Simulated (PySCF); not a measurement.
**C7H5NSi (SMILES C#CC#C/C([SiH3])=C\C#N): density, localisation and related maps**

The calculation's input:

```
{"job": {"kind": "nmr", "xc": "PBE0", "basis": "pcSseg-1"}, "charge": 0, "multiplicity": 1}
C      4.017131     0.154866     1.289543
C      2.870638     0.115337     0.916167
C      1.584419     0.067132     0.501470
C      0.435285     0.047168     0.106761
C     -0.899529    -0.038540    -0.286866
Si    -1.975851    -1.303311     0.639640
C     -1.387955     0.743055    -1.276139
C     -0.600556     1.677627    -1.963602
N      0.043440     2.443686    -2.527628
H      5.015275     0.196089     1.607185
H     -3.319019    -1.219828     0.065360
H     -1.386395    -2.625647     0.432816
H     -1.974460    -0.935403     2.055019
H     -2.423103     0.677295    -1.581892
```

Launched as:

```sh
OMP_NUM_THREADS=1 python probes_run.py task.json out
```

Geometry: GFN2-xTB.

Theory: PBE0/pcSseg-1, SCF density, gas phase, non-relativistic (PySCF).

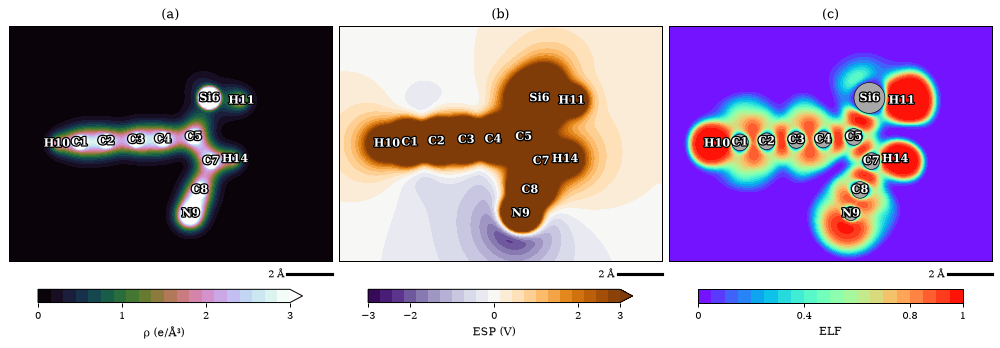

Figure 1. (a) electron density; (b) molecular electrostatic potential; (c) electron localisation function on the plane of atoms C5, Si6 and H11. Grey discs cover the atomic cores in the ELF map.

Question: What do the fields say about this system?

Answer:
- The section cuts through C, Si, N and H sites.
- C–N (1.15 Å): ρ at the midpoint is about 3.5 e/Å³; the ELF peaks at about 0.85 between the atoms (a multiple bond).
- C–C (1.21 Å): ρ is about 2.7 e/Å³ halfway; the ELF peaks at about 0.85 between the atoms (a multiple bond).
- C–Si (1.90 Å): ρ is about 0.9 e/Å³ halfway; the ELF peaks at about 0.95 between the atoms, as expected for a covalent bond.
- C–H (1.05 Å): the density is about 2.2 e/Å³ at the midpoint; the ELF climbs to about 1 towards the hydrogen, as it does in any bond to H; a covalent bond by its length.
- C–C (1.35 Å): ρ is about 2.2 e/Å³ halfway; the ELF peaks at about 0.95 between the atoms, as expected for localised, covalent bonding.
- The ELF also peaks beside N9, away from the bonds: lone-pair regions.
- Outside the dense part of the molecule the potential is most negative (−2.2 V) near N9.

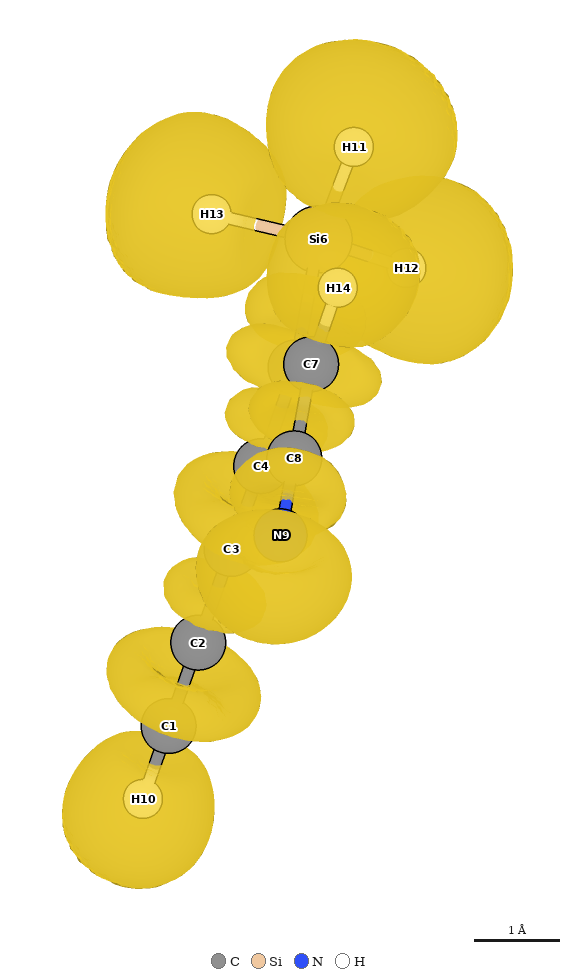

Figure 2. Isosurface of the electron localisation function at 0.8 (yellow), seen at an oblique angle. Only the valence region is drawn (cores and ρ < 0.01 e/Å³ removed).

Question: Describe the localisation domains.

Answer: The ELF exceeds this value in six regions between bonded C–C atoms (shared pairs), one region between bonded C–N atoms (shared pairs), one region between bonded C–Si atoms (shared pairs), five regions around hydrogen nuclei and one lobe on N, pointing away from the bonds (lone pairs).

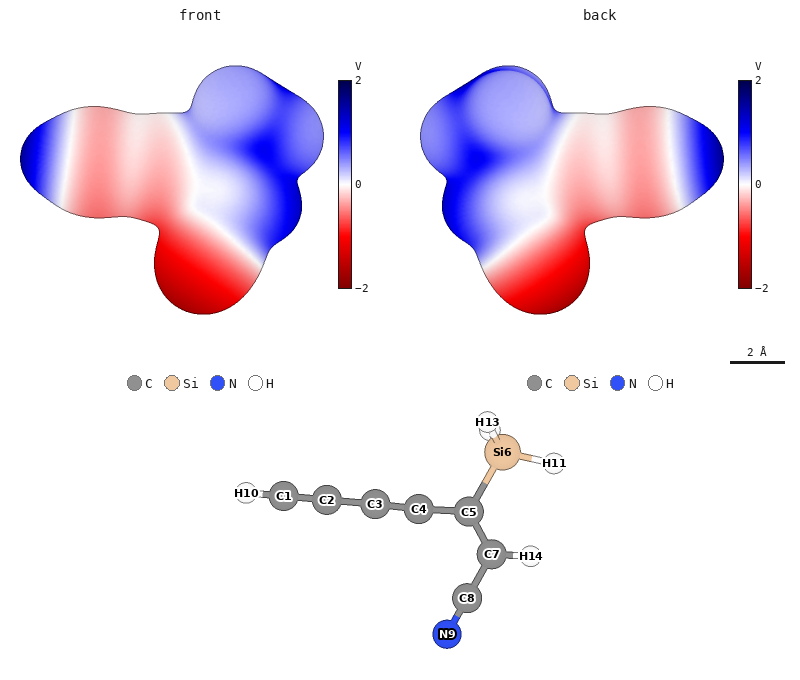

Figure 3. The molecular electrostatic potential painted on the density surface at 0.001 e/bohr³, seen from the front and from behind; the colour scale runs from red (negative) to blue (positive). The bare structure is drawn below in the same view.

Question: Describe the electrostatic potential map.

Answer: The most negative region (about −1.6 V) lies over N9, the most positive (about +1.5 V) over H10. N9 is the likeliest acceptor of a hydrogen bond.
